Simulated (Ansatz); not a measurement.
# BrCl$_{2}$SiSn (charge +1): what the fields show

Input file:

```
crystal:
  periodic: [false, false, false]
  atoms:
    - symbol: Br
      position_ang: [0.130795, -0.738744, -1.887868]
    - symbol: Cl
      position_ang: [-0.274378, 2.745692, -2.548191]
    - symbol: Cl
      position_ang: [1.122864, 1.831322, 0.381943]
    - symbol: Si
      position_ang: [1.003120, 1.494798, -1.606846]
    - symbol: Sn
      position_ang: [2.618275, -0.149625, -2.890187]
basis:
  gaussian:
    orbitals: def2-TZVPD
hamiltonian:
  xc: {name: PBE0}
total_charge: 1
output: {forces: true, orbitals: {seedname: orbitals}}
```

Run with:

```sh
ansatz run input.yaml --threads 2 --pin off --max-ram 4350MiB --events-out events.jsonl --progress --plain --runs-dir runs
```

Geometry: PBE0-D3(BJ)/def2-SVP; core potentials replace the inner electrons of Sn.

Theory: Ansatz, isolated molecule in a Gaussian basis; Kohn-Sham density functional theory, functional PBE0.

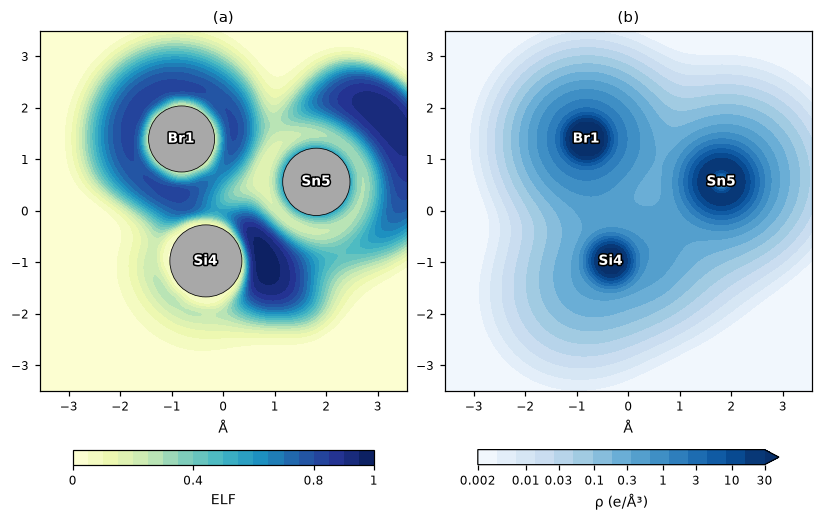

Figure 1. (a) ELF; (b) electron density on the plane of atoms Si4, Br1 and Sn5. Grey discs cover the atomic cores in the ELF map.

> Describe what can be read from this map.

The section cuts through Br, Si and Sn sites.
Si–Br (2.41 Å): ρ at the midpoint is about 0.56 e/Å³, with its minimum of 0.45 e/Å³ about 0.9 Å from Si; the ELF peaks at about 0.80 between the atoms, as expected for a polar covalent bond.
Si–Sn (2.64 Å): ρ at the midpoint is about 0.44 e/Å³; the ELF peaks at about 0.90 between the atoms; a shared electron pair.
Sn–Br (2.75 Å): ρ is about 0.34 e/Å³ halfway; the ELF peaks at about 0.75 in the valence shell of Br, 1.0 Å from its nucleus, and drops to about 0.15 between the two atoms.
The ELF also peaks beside Br1, away from the bonds: lone-pair regions.

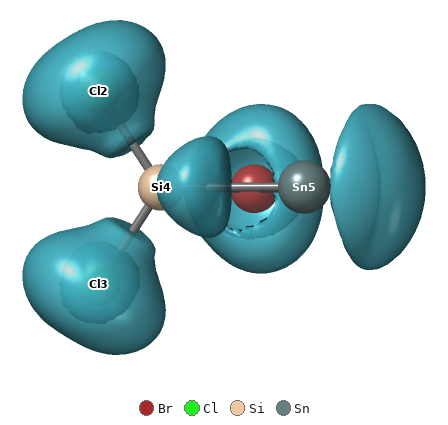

Figure 2. Isosurface of the electron localisation function at 0.75 (cyan), seen across its widest extent. Core shells and regions of very low density are left out.

> What do the ELF domains correspond to?

At this value the surface marks out one region on Br in which the atom's valence shell and bonds are merged, two regions on Cl in which the atom's valence shell and bonds are merged, one region on Si in which the atom's valence shell and bonds are merged and one lobe on Sn, pointing away from the bonds (lone pairs). Profiles from the grid: Si–Cl (2.02 Å): the ELF peaks at about 0.85 between the atoms: a shared but strongly polarised pair.

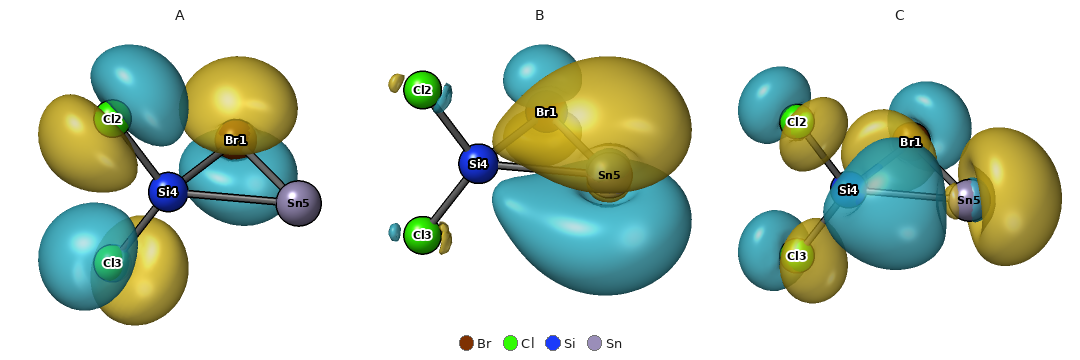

Figure 3. Three frontier orbitals at ±0.08 Å⁻³ᐟ² (yellow and cyan are the two phases), in no order.

> Order the three orbitals by energy and name them.

A is the HOMO−1 (−13.53 eV). Its weight (Hirshfeld) is mainly on Br1 (about 35 %), Cl2 (about 30 %) and Cl3 (about 30 %); largely a combination of lone pairs on Br1, Cl2 and Cl3. C is the HOMO (−11.96 eV). Its weight (Hirshfeld) is mainly on Sn5 (about 40 %), Si4 (about 25 %), Br1 (about 15 %), Cl2 (about 10 %) and Cl3 (about 10 %). B is the LUMO (−8.55 eV). By Hirshfeld shares it lies mainly on Sn5 (about 85 %) and Br1 (about 10 %).

> What is the HOMO–LUMO gap?

3.41 eV between the orbital energies.
